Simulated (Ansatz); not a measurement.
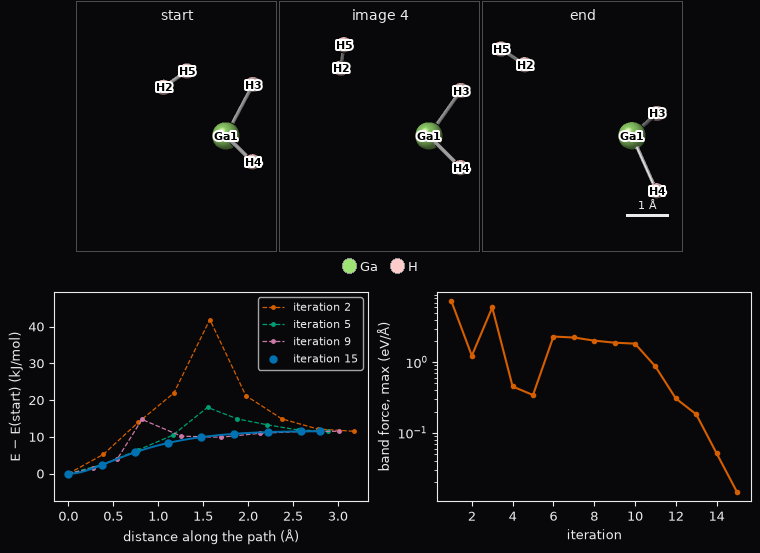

A nudged-elastic-band calculation for GaH₄ (multiplicity 2). Images are numbered from 0 (start) to 8 (end). The plot follows the band through its iterations. Style: ball-and-stick. Shown from a free direction.

All numbers below come from UKS PBE/def2-SVP (Ansatz 0.2.0). Set-up: 7 movable images; climbing image; force threshold 0.03 eV/Å; iteration limit 60; starting path through a guess of the saddle point.

**How did the profile develop, and is the result final?**

The run is converged, with reservations. The band converged in 15 iterations. The largest component of the band force went from 7.3 to 0.015 eV/Å. The first iteration put the highest image at 110.4 kJ/mol. No barrier shows: the energy is highest at the end, and the end lies 11.5 kJ/mol above the start.

The run took 2.4 min on 1 thread of Arm Neoverse V1, on a shared host, peak memory 0.11 GiB.
